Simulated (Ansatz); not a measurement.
# Grüneisen parameters and expansion of Rh (Rhodium, Fm-3m)

Aim: how the vibrations of Rhodium shift with volume, and the expansion that follows.

Program: Ansatz 0.2.0. Level of theory: DFT PBEsol, scalar-relativistic, plane waves, PAW. Results are calculated unless marked as measured.

The database entry behind the starting cell differs from later determinations by our own check (an axis about 0.2 % short against later determinations), so it need not match the best structure at ambient conditions.

## Step 1: Starting point

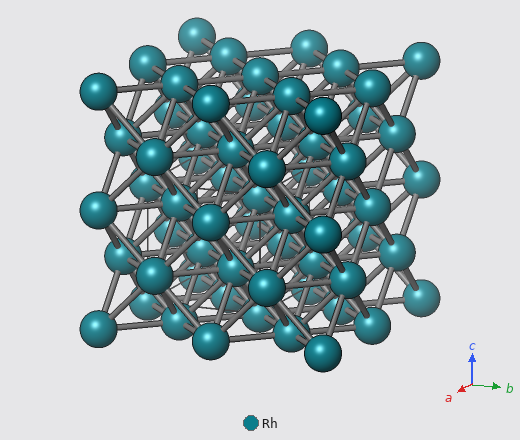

Start, viewed slightly off an axis; rhodium blue. 2×2×2 cells are drawn. This picture shows the conventional cell, with its axes. Some periodic images of atoms are drawn too.

## Step 2: Probe on a coarse mesh

A cheap single point shows whether the cell is a metal or an insulator and how far it is from rest; that sets the k-mesh and the occupations of what follows.

Input file input.yaml:

```yaml
crystal:
  lattice:
    - [0.0, 1.89785, 1.89785]
    - [1.89785, 0.0, 1.89785]
    - [1.89785, 1.89785, 0.0]
  atoms:
    - { symbol: Rh, position: [0.0, 0.0, 0.0] }
kpoints:
  mp_grid: { grid: [8, 8, 8] }
hamiltonian:
  xc: pbesol
scf:
  occupations: { method: gaussian, width: 0.1 }
output:
  forces: true
  stress: true
  eigenvalues: true
```

Launch:

```
> ansatz run input.yaml --threads 4 --pin off --max-ram 8192MiB --backend cpu --events-out ev --progress --plain --runs-dir out
```

Numbers of over 12 decimals in the logs are rounded to 6 here.

The log of the run:

```text
Engine: ansatz 0.2.0, aarch64-unknown-linux-gnu
Pseudopotentials: kind: paw
Pseudopotential: Rh, paw, valence charge 17, recommended cutoff 420 eV (normal), Rh.paw.azcp
Functional definition: PBEsol
  exchange = pbesol_x
  correlation = pbesol_c
Crystal: 1 atoms, lattice volume = 13.671 Å³
Basis set: ecut = 420 eV, 283 PW (Γ), exchange–correlation on 36×36×36 points (8 copies of the dense FFT grid, shifted against one another)
Bands: 13, of which v1, the nominal top of the filled ones, is band 9 counted from 1 (8 counted from 0)
Symmetry: 48 space group operations
Space group: Fm-3m (ITA 225), of the structure as read, at distance tolerance 2.4e-5 Å
k-points: 29 of 512
Non-local potential: Rh, projectors of the file, l = 0: 3, l = 1: 2, l = 2: 2, l = 3: 1
PAW form: soft (Blöchl's): semilocal exchange-correlation on the pseudo side does not see the compensation charge
PAW frozen core: Rh, regenerated for the run's functional, and the local potential with it (the file was generated under x = pbe(κ = 0.804, μ = 0.219515), c = pbe(β = 0.066725))
PAW one-centre angular grid: Rh, 590 points (default); XC on 64 Gauss nodes
Initial density: superposition of atomic densities (neutral atoms: chi_scale 0, normalization atom), corrected by the library's trained network
Initial wavefunctions: pseudopotential atomic-orbital guess
Functional: x = pbesol(κ = 0.804, μ = 0.123457), c = pbesol(β = 0.046)
SCF iter   1: F=—  HF=-6338.714618 eV  |F-HF|=—  |Δ(HF+E_count)|=         —  Δρ=8.70e-3  dr2=5.36e-3  ethr=1.77e-3  ⟨swp⟩=4.9  Hψ=2050  notcnv=0
preconditioner: auto → none  [metal: Δε(μ)=0.096 eV  Ē_g=14.052 eV  σ=0.100 eV  W_gap=0.48  n_scr=0 (ndim 8)  ℏωp=30.1 eV  f_vac=0.000  D(μ)=1.91/eV (n_scr^D=26)]
SCF iter   2: F=—  HF=-6338.713224 eV  |F-HF|=—  |Δ(HF+E_count)|=   1.39e-3  Δρ=3.45e-3  dr2=5.62e-4  ethr=3.15e-5  ⟨swp⟩=2.6  Hψ=821  notcnv=0
SCF iter   3: F=—  HF=-6338.713092 eV  |F-HF|=—  |Δ(HF+E_count)|=   1.32e-4  Δρ=1.78e-3  dr2=5.33e-5  ethr=3.31e-6  ⟨swp⟩=2.5  Hψ=555  notcnv=0
SCF iter   4: F=—  HF=-6338.713089 eV  |F-HF|=—  |Δ(HF+E_count)|=   2.60e-6  Δρ=1.11e-4  dr2=3.86e-7  ethr=3.14e-7  ⟨swp⟩=1.3  Hψ=441  notcnv=0
iter 5 did not close the SCF: its close was put off for the readings that it lacked (scf_convergence_deferred on its scf_iter line)
SCF iter   5: F=-6338.713089 eV  HF=-6338.713089 eV  |F-HF|=2.23e-9  |Δ(HF+E_count)|=   1.52e-7  Δρ=1.34e-5  dr2=8.02e-9  ethr=2.27e-9  ⟨swp⟩=2.2  Hψ=581  notcnv=0
SCF iter   6: F=-6338.713089 eV  HF=-6338.713089 eV  |F-HF|=1.64e-11  |Δ(HF+E_count)|=  9.25e-10  Δρ=2.07e-6  dr2=1.55e-10  ethr=4.72e-11  ⟨swp⟩=2.0  Hψ=1286  notcnv=0
SCF 1 converged in 6 iterations: F = -6338.713089 eV  dr2 = 1.55e-10
  greatest PAW one-centre occupation: 1.000 electrons in one spin orbital (limit 2), on the Rh atom at site 0 (counted from 0), in its partial waves of l = 0
SCF converged after 6 iterations
Free energy (F): -6338.713089 eV
Harris-Foulkes:  -6338.713089 eV  (|F-HF|=1.64e-11)
Internal energy: -6338.703308 eV  (E = F + TS)
E sigma→0 (E₀):  -6338.708199 eV
Entropy (-TS):   -0.009782 eV (-9.782 meV/atom)
Fermi energy:    22.445646 eV
--- Per-component energies (eV) ---
  E_band       = -84.662862
  E_kinetic    = 573.505856
  E_local      = -1557.255495  (includes V_loc(G=0)·N_el)
  E_nonlocal   = 356.515261
  E_hartree    = 546.183824
  E_xc         = -220.665109
  E_vxc        = -278.036211  (∫ρ·V_xc dr)
  E_paw        = -3523.908445  (= ΣΔE_a)
  E_vpaw       = -271.761208  (= ΣTr[D̂ρ^β])
  E_aug_tail   = 0.000800  (compensation charges beyond the density's cutoff)
  E_ewald      = -2513.356200
  E_core_change = 0.276200  (= ΣΔE_core)
  E_smearing   = -0.009782  (= −TS)
  E_closure    = -0.000000  (closes the sum)
  Σ components = -6338.713089   (vs F -6338.713089, Δ=0.00e0)
--- Forces (eV/Å), atoms counted from 1 ---
  atom   1  Rh     0.00000000     0.00000000     0.00000000
  max |Σ_I F_I| component: 5.75e-32 eV/Å
--- Stress (GPa, compression-positive) ---
       -2.671428      -0.000000      -0.000000
       -0.000000      -2.671428      -0.000000
       -0.000000       0.000000      -2.671428
  P = ⅓ Tr σ = -2.6714 GPa (-26.714 kbar)
--- Band table (eV; the first three rows and the last of 29) ---
  k-point 0: bands = [... 5 lower, 19.2978, 19.2978, 19.2978, 21.4418, 21.4418, 38.1225, 43.4894, 43.4894]
  k-point 1: bands = [... 5 lower, 19.0590, 19.5164, 19.5164, 21.3399, 21.3399, 38.9439, 41.0632, 44.3863]
  k-point 2: bands = [... 5 lower, 19.1485, 19.6696, 19.6696, 21.6010, 21.6010, 37.4161, 39.7371, 46.5478]
  k-point 28: bands = [... 5 lower, 18.5554, 18.5554, 21.2162, 23.4380, 32.0125, 32.0125, 33.6086, 35.0940]
```

Run time: 0.34 s. Hardware: 4 threads of Arm Neoverse V1, shared host; peak memory 0.25 GiB; 0.68 s of CPU time.

In the SCF lines HF is the Harris–Foulkes energy and dr2 the Hartree energy of the density residual, in eV; the loop may stop once dr2 is under the threshold and the program's other checks hold. Hψ counts applications of the Hamiltonian.

Numbers from this step:

| Item | Value |
| --- | --- |
| pressure | -2.671 GPa |
| volume per atom | 13.67 Å³ |
| gap on the k-mesh | 0 eV |

The start is under -2.7 GPa at this level and looks like a metal on this mesh.

## Step 3: Relaxation

Phonons are second derivatives about a minimum, so cell and atoms are relaxed first, inside the symmetry of the start.

input.yaml, the sections that differ from step 2:

```yaml
kpoints:
  mp_grid: { grid: [18, 18, 18] }
output:
  forces: true
  stress: true
  eigenvalues: true
  write_density: true
  write_potential: true
  elf: true
  volumetric_format: npy
relax:
  adjacent_minimum: "off"
  f_tol: 0.005
  max_steps: 80
  cell: { stress_tol: 0.05 }
# crystal, hamiltonian, scf: as in step 2
```

The log of the run:

```text
[...]
Crystal: 1 atoms, lattice volume = 13.671 Å³
Basis set: ecut = 420 eV, 283 PW (Γ), exchange–correlation on 36×36×36 points (8 copies of the dense FFT grid, shifted against one another)
Bands: 13, of which v1, the nominal top of the filled ones, is band 9 counted from 1 (8 counted from 0)
Symmetry: 48 space group operations
[...]
k-points: 195 of 5832
[...]
SCF iter   1: F=—  HF=-6338.750696 eV  |F-HF|=—  |Δ(HF+E_count)|=         —  Δρ=9.90e-3  dr2=1.10e-2  ethr=1.77e-3  ⟨swp⟩=4.9  Hψ=13968  notcnv=0
[...]
SCF iter   6: F=-6338.747256 eV  HF=-6338.747256 eV  |F-HF|=1.46e-10  |Δ(HF+E_count)|=  2.09e-10  Δρ=4.84e-6  dr2=5.49e-10  ethr=7.71e-11  ⟨swp⟩=5.9  Hψ=13845  notcnv=0
SCF 1 converged in 6 iterations: F = -6338.747256 eV  dr2 = 5.49e-10
[...]
relax step   1: F+E_penalty+E_count = -6338.74725639 eV  Δ(F+E_penalty+E_count) = +0.000e0 eV  max|allowed force component| = 0.000e0 eV/Å  Δτ_max = 0.0000 Å  P = -3.566 GPa  Ω = 13.671 Å³  (6 SCF iters, dr2 threshold 1.00e-7 eV, accepted)
Crystal: 1 atoms, lattice volume = 13.362 Å³
Basis set: ecut = 420 eV, 259 PW (Γ), exchange–correlation on 36×36×36 points (8 copies of the dense FFT grid, shifted against one another)
[...]
iter 1 solved again at ethr=3.90e-6 eV; its pass at ethr=3.10e-3 eV (dr2=6.64e-4 eV) is discarded
[...]
SCF iter   4: F=-6338.747978 eV  HF=-6338.747978 eV  |F-HF|=5.18e-8  |Δ(HF+E_count)|=   1.67e-6  Δρ=4.32e-5  dr2=5.60e-8  ethr=5.88e-10  ⟨swp⟩=6.7  Hψ=14284  notcnv=0
SCF 2 converged in 4 iterations: F = -6338.747978 eV  dr2 = 5.60e-8
relax step   2: F+E_penalty+E_count = -6338.74797766 eV  Δ(F+E_penalty+E_count) = -7.213e-4 eV  max|allowed force component| = 0.000e0 eV/Å  Δτ_max = 0.0000 Å  P = +3.167 GPa  Ω = 13.362 Å³  energy of the carried Pulay correction = +1.837e-4 eV  (4 SCF iters, dr2 threshold 1.00e-7 eV, accepted)
Crystal: 1 atoms, lattice volume = 13.506 Å³
[...]
SCF iter   4: F=-6338.749261 eV  HF=-6338.749261 eV  |F-HF|=9.65e-9  |Δ(HF+E_count)|=   2.79e-7  Δρ=1.88e-5  dr2=1.07e-8  ethr=5.88e-10  ⟨swp⟩=6.0  Hψ=13479  notcnv=0
SCF 3 converged in 4 iterations: F = -6338.749261 eV  dr2 = 1.07e-8
relax step   3: F+E_penalty+E_count = -6338.74926071 eV  Δ(F+E_penalty+E_count) = -1.283e-3 eV  max|allowed force component| = 0.000e0 eV/Å  Δτ_max = 0.0000 Å  P = -0.079 GPa  Ω = 13.506 Å³  energy of the carried Pulay correction = +9.783e-5 eV  (4 SCF iters, dr2 threshold 1.00e-7 eV, accepted)
[...]
relax step   4: F+E_penalty+E_count = -6338.74926371 eV  Δ(F+E_penalty+E_count) = -2.993e-6 eV  max|allowed force component| = 0.000e0 eV/Å  Δτ_max = 0.0000 Å  P = -0.002 GPa  Ω = 13.502 Å³  energy of the carried Pulay correction = +9.994e-5 eV  (2 SCF iters, dr2 threshold 1.57e-8 eV, accepted)
[...]
SCF iter   5: F=-6338.749167 eV  HF=-6338.749167 eV  |F-HF|=3.64e-12  |Δ(HF+E_count)|=  9.46e-11  Δρ=4.35e-7  dr2=2.76e-12  ethr=1.00e-12  ⟨swp⟩=4.0  Hψ=10252  notcnv=0
SCF 5 converged in 5 iterations: F = -6338.749167 eV  dr2 = 2.76e-12
relax step   5: F+E_penalty+E_count = -6338.74916711 eV  Δ(F+E_penalty+E_count) = +9.659e-5 eV  max|allowed force component| = 0.000e0 eV/Å  Δτ_max = 0.0000 Å  P = -0.001 GPa  Ω = 13.502 Å³  stress off target by 6.56e-4 GPa  SCF on the basis re-selected at this cell (its energy is not comparable with the rows above)  (5 SCF iters)
basis re-selected at this cell: Δ(F+E_penalty+E_count) = +9.659e-5 eV, ΔP = +0.001 GPa vs the last step (what re-selecting the basis moved, of the pressure what is left beyond the Pulay correction that the steps carried, after the strain that the cell walked since its last selection, with what the two solves' SCF thresholds leave and, on support functions, any second-order correction that the steps lacked; it is no measure of the basis error at this ecutwfc). This SCF's stress stands 6.56e-4 GPa from its target on what of the cell is left free (relax.cell.stress_tol is 5.00e-2 GPa) and its largest allowed force component is 0.00e0 eV/Å (relax.f_tol is 5.00e-3 eV/Å): [rest of the remark cut]
SCF converged after 5 iterations
Free energy (F): -6338.749167 eV
[...]
Internal energy: -6338.742575 eV  (E = F + TS)
E sigma→0 (E₀):  -6338.745871 eV
Entropy (-TS):   -0.006592 eV (-6.592 meV/atom)
Fermi energy:    22.775356 eV
[...]
--- Stress (GPa, compression-positive) ---
       -0.000656      -0.000000      -0.000000
       -0.000000      -0.000656      -0.000000
       -0.000000      -0.000000      -0.000656
  P = ⅓ Tr σ = -0.0007 GPa (-0.007 kbar)
--- Band table (eV; the first three rows and the last of 195) ---
  k-point 0: bands = [... 5 lower, 19.5773, 19.5773, 19.5773, 21.7500, 21.7500, 38.4790, 43.9014, 43.9014]
  k-point 1: bands = [... 5 lower, 19.5197, 19.6279, 19.6279, 21.7212, 21.7212, 38.6648, 43.2446, 44.0857]
  k-point 2: bands = [... 5 lower, 19.3755, 19.7602, 19.7602, 21.6589, 21.6589, 39.1653, 41.8556, 44.6270]
  k-point 194: bands = [... 5 lower, 18.3784, 19.3257, 21.5917, 23.7941, 31.6916, 33.1802, 34.1040, 35.5675]
--- Relaxed structure (4 steps of the walk, 4 accepted, 1 SCFs on fresh bases) ---
  F+E_penalty+E_count = -6338.74916711 eV   max|allowed force component| = 0.000e0 eV/Å   (the final SCF, on the basis selected at the relaxed cell)
  cell:  # Å, volume = 13.5023 Å³
    - [0, 1.889990, 1.889990]
    - [1.889990, 0, 1.889990]
    - [1.889990, 1.889990, 0]
  atoms:
    - { symbol: Rh, position: [0.0, 0.0, 0.0] }
```

It took 3.4 s on 4 threads; peak memory 0.32 GiB.

The steps of the relaxation:

```tsv
step	energy less that of the first step (eV)	largest force component (eV/Å)	pressure (GPa)	volume (Å³)
1	0.0000	0.0000	-3.57	13.67
2	-0.0007	0.0000	3.17	13.36
3	-0.0020	0.0000	-0.08	13.51
4	-0.0020	0.0000	0.00	13.50
5*	-0.0019	0.0000	0.00	13.50
```

Relaxation steps marked * repeat the geometry before them on a plane-wave basis chosen anew for their cell, so energy and pressure can jump there.

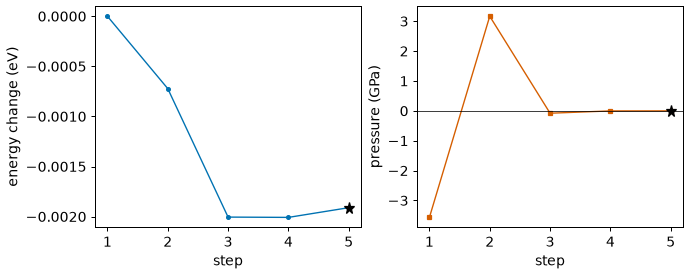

Energy and pressure along the relaxation. Stars mark steps on a basis chosen anew.

```tsv
conventional cell, symmetrised	before	after	change
a (Å)	3.796	3.780	-0.4 %
b (Å)	3.796	3.780	-0.4 %
c (Å)	3.796	3.780	-0.4 %
volume (Å³/atom)	13.67	13.50	-1.2 %
```

The relaxed structure:

```cif
data_structure
_symmetry_space_group_name_H-M 'P 1'
_symmetry_Int_Tables_number 1
_cell_length_a 2.6728
_cell_length_b 2.6728
_cell_length_c 2.6728
_cell_angle_alpha 60.000
_cell_angle_beta 60.000
_cell_angle_gamma 60.000
_cell_volume 13.50
loop_
_atom_site_label
_atom_site_type_symbol
_atom_site_fract_x
_atom_site_fract_y
_atom_site_fract_z
_atom_site_occupancy
Rh1 Rh 0.00000 0.00000 0.00000 1
```

Numbers from this step:

- pressure: -6.56e-4 GPa
- volume per atom: 13.50 Å³

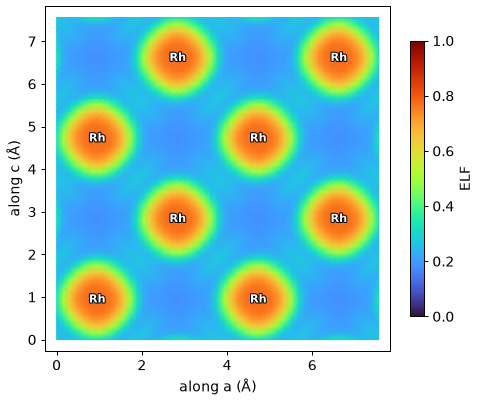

ELF in the ac plane of the conventional cell at fractional y = 0.000, with atoms of Rh within 0.2 Å of it. It is the smooth field of the valence electrons, not physical close to the nuclei. The map starts off the cell's origin, so that atoms lie inside it.

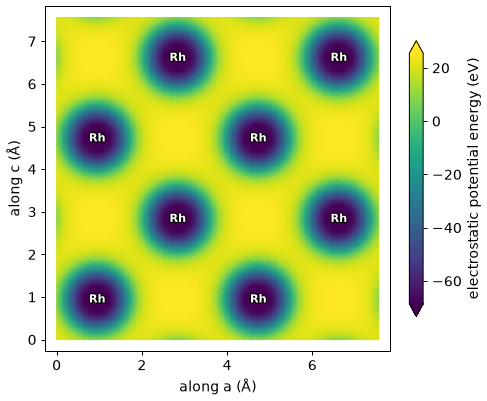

Electrostatic potential energy in the ac plane of the conventional cell at fractional y = 0.000, with atoms of Rh within 0.2 Å of it. With pseudopotentials it is smooth inside the atoms' cores, unlike the true potential. The map starts off the cell's origin, so that atoms lie inside it.

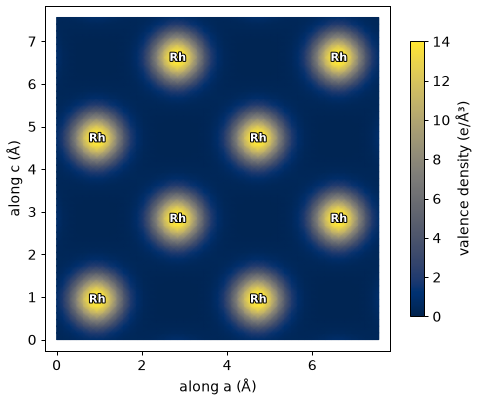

Valence density in the ac plane of the conventional cell at fractional y = 0.000, with atoms of Rh within 0.2 Å of it. It is the smooth field of the valence electrons, not physical close to the nuclei. The map starts off the cell's origin, so that atoms lie inside it.

The relaxation ends with a pressure of 0.00 GPa.

## Step 4: Relaxing to small residual forces and stress

The thresholds are tightened for a last relaxation ahead of the phonons, and where mesh or smearing change with them the cell follows.

Input file input.yaml:

```yaml
crystal:
  lattice:
    - [0.0, 1.8899900502, 1.8899900502]
    - [1.8899900502, 0.0, 1.8899900502]
    - [1.8899900502, 1.8899900502, 0.0]
  atoms:
    - { symbol: Rh, position: [0.0, 0.0, 0.0] }
kpoints:
  mp_grid: { grid: [20, 20, 20] }
hamiltonian:
  xc: pbesol
scf:
  occupations: { method: methfessel_paxton, width: 0.2 }
output:
  forces: true
  stress: true
  eigenvalues: true
relax:
  adjacent_minimum: "off"
  f_tol: 0.001
  max_steps: 60
  cell: { stress_tol: 0.01 }
```

The log of the run:

```text
[...]
Crystal: 1 atoms, lattice volume = 13.502 Å³
Basis set: ecut = 420 eV, 259 PW (Γ), exchange–correlation on 36×36×36 points (8 copies of the dense FFT grid, shifted against one another)
Bands: 13, of which v1, the nominal top of the filled ones, is band 9 counted from 1 (8 counted from 0)
Symmetry: 48 space group operations
[...]
k-points: 256 of 8000
[...]
k-point 2: bands = [... 5 lower, 19.4180, 19.7399, 19.7399, 21.6840, 21.6840, 39.0550, 42.1679, 44.5035]
  k-point 255: bands = [... 5 lower, 18.8388, 18.8388, 21.5313, 23.8075, 32.4716, 32.4716, 34.0923, 35.5703]
--- Relaxed structure (3 steps of the walk, 3 accepted, 1 SCFs on fresh bases) ---
[...]
cell:  # Å, volume = 13.4982 Å³
    - [0, 1.889798, 1.889798]
    - [1.889798, 0, 1.889798]
    - [1.889798, 1.889798, 0]
  atoms:
    - { symbol: Rh, position: [0.0, 0.0, 0.0] }
[key lines of the parts left out:]
SCF converged after 4 iterations
Free energy (F): -6338.746278 eV
Fermi energy:    22.779385 eV
P = ⅓ Tr σ = 0.0001 GPa (0.001 kbar)
```

Elapsed: 3.2 s, on 4 threads; peak memory 0.33 GiB.

Little changed from the start: no atom moved by 0.005 Å and no cell edge by 0.1 %.

This step gave:

* pressure: 8.61e-5 GPa

The residual pressure is 8.6e-5 GPa, small enough for phonons.

(Part 1 of 3 ends here.)

[Logs are printed without paths, hosts, clocks, repeated set-up lines and the standing remarks that a program may print on its own settings, such as how far it seeks lower states.]

[Hosts, paths, dates, database ids (printed as entryN), source tags and the programs' standing remarks are cut or masked in the printed files.]

[A step with changed settings may run another functional than the one named; its input shows which.]

[Of the runs on displaced cells, only some may be shown.]
